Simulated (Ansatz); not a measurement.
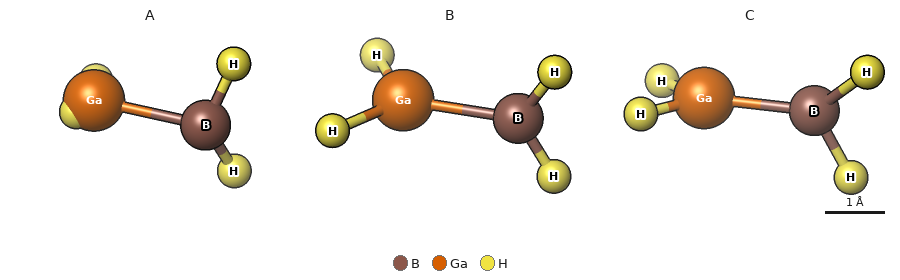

3 geometries from one relaxation of GaBH$_{4}$ (coarse preliminary run), in shuffled order. Style: ball-and-stick. Shown at a tilt.

The start comes from a force field.

Theory: RKS PBE-D4/def2-SVP (Ansatz 0.2.0). Set-up: force threshold 0.03 eV/Å; at most 200 steps.

### Order the frames from highest to lowest energy.

A, C, B. They are steps 0, 5, 12, at +17998.3 kJ/mol, +389.0 kJ/mol relative to the last. The energy falls by 17998.3 kJ/mol in 12 geometry steps. Largest force component: 940 eV/Å at the start, 0.0064 eV/Å at the end. The atom that moves furthest after the best rigid fit is an H atom (1.02 Å). Largest moves by element: H 1.02 Å, B 0.32 Å, Ga 0.29 Å. Near-neighbour distances that change, for instance: Ga–H 0.360 → 1.590 Å, Ga–H 0.971 → 1.589 Å, B–Ga 2.015 → 2.060 Å, B–H 1.186 → 1.220 Å. Bond angles that change, for instance: B–Ga–H 105.2° → 123.2°, Ga–B–H 104.9° → 122.3°, Ga–B–H 110.7° → 121.9°. The run took 11 s on 2 threads of Arm Neoverse V1, with other jobs on the host.
